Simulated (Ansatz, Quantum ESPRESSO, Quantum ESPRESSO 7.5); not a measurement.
**Ballistic transmission: vacuum gap of 3.5 Å between two Ag(100) faces**

Wanted: the transmission near the Fermi level and the conductance of this junction: vacuum gap of 3.5 Å between two Ag(100) faces.

Method: plane-wave DFT, LDA, GBRV ultrasoft pseudopotentials (cross-check by Ansatz 0.2.0 with PAW datasets), in Quantum ESPRESSO 7.5.

### Step 1. The structure

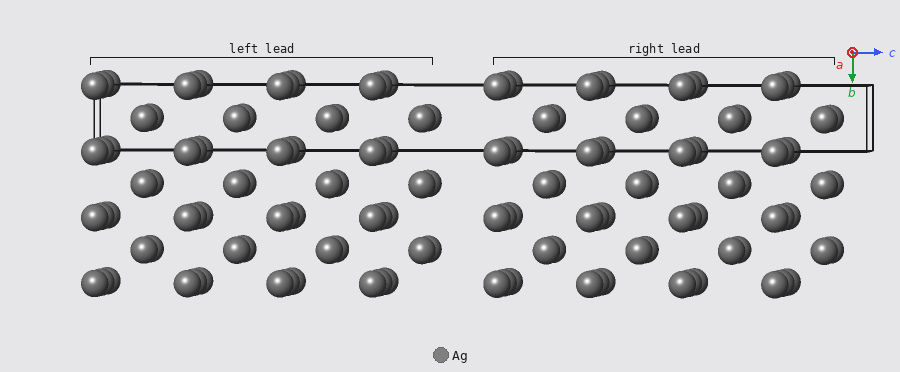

The cell as given, from the side, with the c axis across the page (silver grey). 2×3×1 cells are drawn. Some periodic images of atoms are drawn too.

The cell holds 16 atoms: 16 Ag. Cell: a = 2.934 Å, b = 2.934 Å, c = 34.625 Å, α = 90.0°, β = 90.0°, γ = 90.0°. It derives from Ag. Regions: left lead, 8 atoms (8 Ag); right lead, 8 atoms (8 Ag). The structure is stacked along c, and the current runs across the ab planes.

### Step 2. Self-consistent run

One periodic cell holds a stretch of lead, the junction and more lead; the atoms stay as built.

Contents of scf.in:

```
&control
  prefix = 'scf'
  outdir = './out'
  pseudo_dir = './pseudo'
  calculation = 'scf'
  tprnfor = .true.
/
&system
  ibrav = 0
  nat = 16
  ntyp = 1
  ecutwfc = 40
  ecutrho = 200
  occupations = 'smearing'
  smearing = 'mv'
  degauss = 0.01
/
&electrons
  conv_thr = 1e-07
  mixing_beta = 0.25
  electron_maxstep = 120
  mixing_mode = 'local-TF'
/
ATOMIC_SPECIES
  Ag  107.8682  ag_lda_v1.4.uspp.F.UPF
CELL_PARAMETERS angstrom
  2.93449314192417 0.00000000000000 0.00000000000000
  0.00000000000000 2.93449314192417 0.00000000000000
  0.00000000000000 0.00000000000000 34.62500000000000
ATOMIC_POSITIONS crystal
  Ag  0.000000000000 0.000000000000 0.000000000000
  Ag  0.500000000000 0.500000000000 0.059927797834
  Ag  0.000000000000 0.000000000000 0.119855595668
  Ag  0.500000000000 0.500000000000 0.179783393502
  Ag  0.000000000000 0.000000000000 0.239711191336
  Ag  0.500000000000 0.500000000000 0.299638989170
  Ag  0.000000000000 0.000000000000 0.359566787004
  Ag  0.500000000000 0.500000000000 0.419494584838
  Ag  0.000000000000 0.000000000000 0.520577617329
  Ag  0.500000000000 0.500000000000 0.580505415162
  Ag  0.000000000000 0.000000000000 0.640433212996
  Ag  0.500000000000 0.500000000000 0.700361010830
  Ag  0.000000000000 0.000000000000 0.760288808664
  Ag  0.500000000000 0.500000000000 0.820216606498
  Ag  0.000000000000 0.000000000000 0.880144404332
  Ag  0.500000000000 0.500000000000 0.940072202166
K_POINTS automatic
  8 8 1 0 0 0
```

Command:

```bash
$ OMP_NUM_THREADS=1 mpirun -n 4 pw.x -nk 4 -in scf.in > scf.out
```

What it wrote:

```text
Program PWSCF v.7.5 starts
[citation notice left out]

     Parallel version (MPI & OpenMP), running on       4 processor cores
     Number of MPI processes:                 4
     Threads/MPI process:                     1

     MPI processes distributed on     1 nodes
[...]
Current dimensions of program PWSCF are:
     Max number of different atomic species (ntypx) = 10
     Max number of k-points (npk) =  40000
     Max angular momentum in pseudopotentials (lmaxx) =  4
     Message from routine setup:
     using ibrav=0 with symmetry is DISCOURAGED, use correct ibrav instead

     K-points division:     npool     =       4
     Subspace diagonalization in iterative solution of the eigenvalue problem:
     a serial algorithm will be used

     G-vector sticks info
     --------------------
     sticks:   dense  smooth     PW     G-vecs:    dense   smooth      PW
     Sum         489     385    121                96239    68543   12269

     Using Slab Decomposition

     bravais-lattice index     =            0
     lattice parameter (alat)  =       5.5454  a.u.
     unit-cell volume          =    2012.1140 (a.u.)^3
     number of atoms/cell      =           16
     number of atomic types    =            1
     number of electrons       =       304.00
     number of Kohn-Sham states=          182
     kinetic-energy cutoff     =      40.0000  Ry
     charge density cutoff     =     200.0000  Ry
     scf convergence threshold =      1.0E-07
     mixing beta               =       0.2500
     number of iterations used =            8  local-TF  mixing
     Exchange-correlation=  SLA  PZ   NOGX NOGC
                           (   1   1   0   0   0   0   0)

     celldm(1)=   5.545388  celldm(2)=   0.000000  celldm(3)=   0.000000
     celldm(4)=   0.000000  celldm(5)=   0.000000  celldm(6)=   0.000000

     crystal axes: (cart. coord. in units of alat)
               a(1) = (   1.000000   0.000000   0.000000 )
               a(2) = (   0.000000   1.000000   0.000000 )
               a(3) = (   0.000000   0.000000  11.799312 )

     reciprocal axes: (cart. coord. in units 2 pi/alat)
               b(1) = (  1.000000  0.000000  0.000000 )
               b(2) = (  0.000000  1.000000  0.000000 )
               b(3) = (  0.000000  0.000000  0.084751 )

     PseudoPot. # 1 for Ag read from file:
     ./pseudo/ag_lda_v1.4.uspp.F.UPF
     Pseudo is Ultrasoft + core correction, Zval = 19.0
     Generated by new atomic code, or converted to UPF format
     Using radial grid of  887 points,  6 beta functions with:
                l(1) =   0
                l(2) =   0
                l(3) =   1
                l(4) =   1
                l(5) =   2
                l(6) =   2
     Q(r) pseudized with  6 coefficients,  rinner =    1.300   1.300   1.300
                                                       1.300   1.300

     atomic species   valence    mass     pseudopotential
     Ag               19.00   107.86820     Ag( 1.00)

      8 Sym. Ops. (no inversion) found

   Cartesian axes

     site n.     atom                  positions (alat units)
         1        Ag     tau(   1) = (   0.0000000   0.0000000   0.0000000  )
         2        Ag     tau(   2) = (   0.5000000   0.5000000   0.7071068  )
         3        Ag     tau(   3) = (   0.0000000   0.0000000   1.4142136  )
         4        Ag     tau(   4) = (   0.5000000   0.5000000   2.1213203  )
         5        Ag     tau(   5) = (   0.0000000   0.0000000   2.8284271  )
         6        Ag     tau(   6) = (   0.5000000   0.5000000   3.5355339  )
         7        Ag     tau(   7) = (   0.0000000   0.0000000   4.2426407  )
         8        Ag     tau(   8) = (   0.5000000   0.5000000   4.9497475  )
         9        Ag     tau(   9) = (   0.0000000   0.0000000   6.1424577  )
        10        Ag     tau(  10) = (   0.5000000   0.5000000   6.8495645  )
        11        Ag     tau(  11) = (   0.0000000   0.0000000   7.5566713  )
        12        Ag     tau(  12) = (   0.5000000   0.5000000   8.2637780  )
        13        Ag     tau(  13) = (   0.0000000   0.0000000   8.9708848  )
        14        Ag     tau(  14) = (   0.5000000   0.5000000   9.6779916  )
        15        Ag     tau(  15) = (   0.0000000   0.0000000  10.3850984  )
        16        Ag     tau(  16) = (   0.5000000   0.5000000  11.0922052  )

     number of k points=    15  Marzari-Vanderbilt smearing, width (Ry)=  0.0100
                       cart. coord. in units 2pi/alat
        k(    1) = (   0.0000000   0.0000000   0.0000000), wk =   0.0312500
        k(    2) = (   0.0000000   0.1250000   0.0000000), wk =   0.1250000
        k(    3) = (   0.0000000   0.2500000   0.0000000), wk =   0.1250000
        k(    4) = (   0.0000000   0.3750000   0.0000000), wk =   0.1250000
        k(    5) = (   0.0000000  -0.5000000   0.0000000), wk =   0.0625000
        k(    6) = (   0.1250000   0.1250000   0.0000000), wk =   0.1250000
        k(    7) = (   0.1250000   0.2500000   0.0000000), wk =   0.2500000
        k(    8) = (   0.1250000   0.3750000   0.0000000), wk =   0.2500000
        k(    9) = (   0.1250000  -0.5000000   0.0000000), wk =   0.1250000
        k(   10) = (   0.2500000   0.2500000   0.0000000), wk =   0.1250000
[...]
k(   15) = (  -0.5000000  -0.5000000   0.0000000), wk =   0.0312500

     Dense  grid:    96239 G-vectors     FFT dimensions: (  25,  25, 300)

     Smooth grid:    68543 G-vectors     FFT dimensions: (  24,  24, 270)

     Estimated max dynamical RAM per process >     361.05 MB

     Estimated total dynamical RAM >       1.34 GB

     Initial potential from superposition of free atoms

     starting charge     295.9995, renormalised to     304.0000
     Starting wfcs are  208 randomized atomic wfcs

     total cpu time spent up to now is        5.9 secs

     per-process dynamical memory:   203.1 Mb

     Self-consistent Calculation

     iteration #  1     ecut=    40.00 Ry     beta= 0.25
     Davidson diagonalization with overlap
     ethr =  1.00E-02,  avg # of iterations =  2.4

     total cpu time spent up to now is       23.4 secs

     total energy              =   -4733.21187156 Ry
     estimated scf accuracy    <      22.63027811 Ry

     iteration #  2     ecut=    40.00 Ry     beta= 0.25
[...]
total energy              =   -4729.49429693 Ry
     estimated scf accuracy    <       9.76014303 Ry

     iteration #  3     ecut=    40.00 Ry     beta= 0.25
[...]
12.9910  14.0330  14.3139  15.6430  15.8654  17.4905  17.5461  18.9657
    19.7135  20.1350  20.2778  20.5051  20.8393  21.1367  21.7057  21.9921
    22.4784  22.7842  22.9806  23.0720  24.0715  24.2608  24.8377  25.1125
    25.5298  25.6871  27.0995  27.1926  27.4551  27.4926

          k = 0.0000 0.3750 0.0000 (  8627 PWs)   bands (ev):

   -76.5818 -76.5818 -76.5447 -76.5447 -76.5406 -76.5406 -76.5345 -76.5342
   -76.5295 -76.5263 -76.5169 -76.5169 -76.5133 -76.5133 -76.3183 -76.3183
   -40.1663 -40.1663 -40.1489 -40.1473 -40.1457 -40.1438 -40.1408 -40.1404
   -40.1308 -40.1281 -40.1200 -40.1130 -40.1061 -40.1024 -40.0956 -40.0924
   -40.0913 -40.0912 -40.0858 -40.0773 -40.0673 -40.0591 -40.0567 -40.0566
   -40.0518 -40.0516 -40.0471 -40.0467 -40.0430 -40.0405 -40.0398 -40.0383
   -40.0360 -40.0358 -40.0340 -40.0308 -40.0306 -40.0276 -40.0249 -40.0249
   -40.0148 -40.0147 -39.9028 -39.9026 -39.8432 -39.8429 -39.8398 -39.8396
     9.0585   9.0590   9.1052   9.1083   9.1816   9.1907   9.2750   9.2863
     9.3972   9.4128   9.5289   9.5393   9.6385   9.6925   9.8269   9.8274
    10.1928  10.2042  10.2218  10.2463  10.2621  10.3284  10.3402  10.4118
    10.4190  10.4716  10.5189  10.5358  10.5559  10.5644  10.5652  10.5755
    10.5817  10.6049  10.6051  10.6055  10.6714  10.6718  10.6773  10.7053
    10.7500  10.7507  10.7916  10.7951  10.8560  10.8593  10.8940  10.9349
    10.9822  10.9901  11.1157  11.1217  11.1290  11.1970  11.2477  11.2644
    11.3493  11.4032  11.4057  11.4502  11.5646  11.5705  11.6062  11.7078
    11.7725  11.8200  11.8695  11.8807  11.9473  11.9623  11.9807  11.9977
    12.0395  12.0453  12.1302  12.1343  12.1881  12.1907  12.2245  12.2260
    12.4991  12.5066  12.5923  12.6155  12.6509  12.6833  12.9565  13.7315
    14.0716  15.1334  15.4392  16.6079  16.7696  17.0951  17.1349  17.2659
    18.2246  18.3876  18.8567  18.9642  19.3528  19.4212  19.8348  19.9982
    20.9126  21.0392  21.1837  21.5803  22.4166  22.6389  23.5649  23.8412
    24.1690  24.3064  25.8452  25.9126  26.2371  26.3153

          k = 0.0000-0.5000 0.0000 (  8576 PWs)   bands (ev):

   -76.5811 -76.5811 -76.5427 -76.5427 -76.5407 -76.5407 -76.5335 -76.5335
   -76.5278 -76.5278 -76.5150 -76.5150 -76.5141 -76.5141 -76.3176 -76.3176
   -40.1766 -40.1766 -40.1559 -40.1559 -40.1533 -40.1533 -40.1441 -40.1441
   -40.1371 -40.1370 -40.1251 -40.1251 -40.1162 -40.1162 -40.0920 -40.0920
   -40.0898 -40.0898 -40.0739 -40.0739 -40.0667 -40.0667 -40.0562 -40.0562
   -40.0506 -40.0506 -40.0473 -40.0473 -40.0424 -40.0424 -40.0391 -40.0391
   -40.0372 -40.0372 -40.0359 -40.0359 -40.0341 -40.0341 -40.0200 -40.0200
   -40.0191 -40.0191 -39.9125 -39.9125 -39.8424 -39.8424 -39.8388 -39.8388
     8.9950   8.9950   9.0517   9.0517   9.1415   9.1415   9.2633   9.2633
     9.4093   9.4093   9.6071   9.6071   9.7941   9.7941  10.0002  10.0003
    10.2527  10.2527  10.3227  10.3227  10.3692  10.3692  10.3908  10.3908
    10.4185  10.4185  10.4502  10.4502  10.4737  10.4737  10.4948  10.4948
    10.5066  10.5066  10.5359  10.5359  10.6027  10.6027  10.6504  10.6504
    10.6845  10.6845  10.7910  10.7910  10.8823  10.8823  10.9201  10.9201
    11.0441  11.0441  11.0805  11.0805  11.1857  11.1857  11.4278  11.4278
    11.5346  11.5346  11.6199  11.6199  11.6570  11.6570  11.7836  11.7836
    11.9098  11.9098  11.9377  11.9377  12.0091  12.0091  12.0665  12.0665
    12.1085  12.1085  12.1696  12.1696  12.2010  12.2010  12.2084  12.2084
    14.5016  14.5016  14.5200  14.5200  14.5542  14.5542  14.5881  14.5882
    14.6349  14.6349  14.6904  14.6904  14.7333  14.7333  15.1282  15.1282
    17.8190  17.8190  18.5635  18.5635  18.8707  18.8707  19.6947  19.6947
    20.1044  20.1044  21.3332  21.3332  21.7617  21.7617  23.2881  23.2881
    23.6865  23.6865  25.4394  25.4394  25.8052  25.8052

          k = 0.1250 0.1250 0.0000 (  8640 PWs)   bands (ev):

   -76.5847 -76.5847 -76.5501 -76.5500 -76.5426 -76.5424 -76.5384 -76.5364
   -76.5314 -76.5256 -76.5213 -76.5213 -76.5135 -76.5135 -76.3209 -76.3208
   -40.1427 -40.1426 -40.1371 -40.1354 -40.1250 -40.1176 -40.1125 -40.1105
   -40.1085 -40.1085 -40.1031 -40.0925 -40.0851 -40.0843 -40.0824 -40.0731
   -40.0721 -40.0706 -40.0705 -40.0655 -40.0608 -40.0585 -40.0582 -40.0531
   -40.0503 -40.0502 -40.0439 -40.0431 -40.0429 -40.0409 -40.0382 -40.0368
   -40.0338 -40.0264 -40.0256 -40.0233 -40.0194 -40.0194 -40.0173 -40.0172
   -40.0171 -40.0171 -39.8534 -39.8534 -39.8532 -39.8531 -39.8459 -39.8451
     8.1875   8.2897   8.4422   8.6640   8.8912   9.2034   9.2906   9.3361
     9.3991   9.4156   9.4278   9.4360   9.4748   9.5167   9.5282   9.6023
     9.6056   9.6978   9.7001   9.7215   9.7970   9.9029   9.9105   9.9402
    10.0033  10.1003  10.1777  10.2368  10.2686  10.2737  10.2776  10.5876
    10.5985  10.6160  10.6239  10.6928  10.6943  10.7197  10.7210  10.7294
    10.7298  10.7466  10.7514  10.7575  10.7728  10.7965  10.8469  10.9693
    10.9758  11.1046  11.1077  11.2052  11.2178  11.2484  11.2659  11.2708
    11.2776  11.2822  11.3020  11.3024  11.3842  11.4260  11.4468  11.4975
    11.5048  11.5661  11.5769  11.5917  11.6338  11.6440  11.7395  11.7683
    11.7870  11.8032  11.8541  11.9040  11.9184  11.9279  11.9364  11.9487
    11.9838  12.0707  12.1101  12.1316  12.2532  12.3365  12.3965  12.5916
    12.7305  13.5336  13.7542  14.9401  15.1256  16.6526  16.6531  17.8660
    19.0670  21.9315  22.4257  23.8148  23.8165  23.9868  24.1337  24.1341
    24.2011  24.3313  24.6071  24.6745  24.9089  24.9327  25.1113  25.3498
    25.5529  25.6754  25.8694  26.4220  26.6581  26.7026

[...]
the Fermi energy is    14.9827 ev

!    total energy              =   -4731.15382235 Ry
     estimated scf accuracy    <       0.00000005 Ry
     smearing contrib. (-TS)   =       0.00094816 Ry
     internal energy E=F+TS    =   -4731.15477051 Ry

     The total energy is F=E-TS. E is the sum of the following terms:
     one-electron contribution =   -2827.61967694 Ry
     hartree contribution      =    1544.85933537 Ry
     xc contribution           =    -457.11253094 Ry
     ewald contribution        =   -2991.28189800 Ry

     convergence has been achieved in  11 iterations

     Forces acting on atoms (cartesian axes, Ry/au):

     atom    1 type  1   force =     0.00000000    0.00000000   -0.00113103
     atom    2 type  1   force =     0.00000000    0.00000000    0.00056246
     atom    3 type  1   force =     0.00000000    0.00000000   -0.00062406
     atom    4 type  1   force =     0.00000000    0.00000000    0.00086281
     atom    5 type  1   force =     0.00000000    0.00000000    0.00046945
     atom    6 type  1   force =     0.00000000    0.00000000   -0.00136514
     atom    7 type  1   force =     0.00000000    0.00000000    0.00234957
     atom    8 type  1   force =     0.00000000    0.00000000   -0.00738540
     atom    9 type  1   force =     0.00000000    0.00000000    0.00737149
     atom   10 type  1   force =     0.00000000    0.00000000   -0.00233674
     atom   11 type  1   force =     0.00000000    0.00000000    0.00135088
     atom   12 type  1   force =     0.00000000    0.00000000   -0.00045376
     atom   13 type  1   force =     0.00000000    0.00000000   -0.00087202
     atom   14 type  1   force =     0.00000000    0.00000000    0.00063725
     atom   15 type  1   force =     0.00000000    0.00000000   -0.00057103
     atom   16 type  1   force =     0.00000000    0.00000000    0.00113526

     Total force =     0.011379     Total SCF correction =     0.001855
     SCF correction compared to forces is large: reduce conv_thr to get better values

[...]
=------------------------------------------------------------------------------=
   JOB DONE.
=------------------------------------------------------------------------------=
```

It took 3 min on 4 MPI ranks of Arm Neoverse V2, shared host; peak memory 1.5 GiB; 12 min of CPU time.

Read from the output:

| Quantity | Value |
| --- | --- |
| free energy | -64370.6270 eV |
| Fermi energy | 14.98 eV |

The program's own clock; routines nest. Time by routine:

```csv
routine,wall time (s),calls
PWSCF,177.2,1
electrons,168.7,1
c_bands,150.7,11
cegterg,143.3,44
h_psi,68.38,158
fftw,43.71,44628
vloc_psi,39.15,158
calbec,22.63,218
sum_band,16.14,11
add_vuspsi,14.28,158
s_psi,14.27,158
h_psi:calbec,14.21,158
cdiaghg,6.27,154
init_run,5.83,1
```

The run needed 11 iterations to bring the estimated error under 1e-07 Ry; the largest force on any atom, held or free, is 0.19 eV/Å.

[end of part 1 of 3]

[Logs are printed without paths, hosts, clocks, repeated set-up lines and the standing remarks that a program may print on its own settings, such as how far it seeks lower states.]

[Hosts, paths, dates, database ids (printed as entryN), source tags and the programs' standing remarks are cut or masked in the printed files.]

[Maps of the electrostatic potential energy from Ansatz leave out the sawtooth potential of an applied field or a dipole correction, so their vacuum need not be flat; planar profiles and work functions include it.]
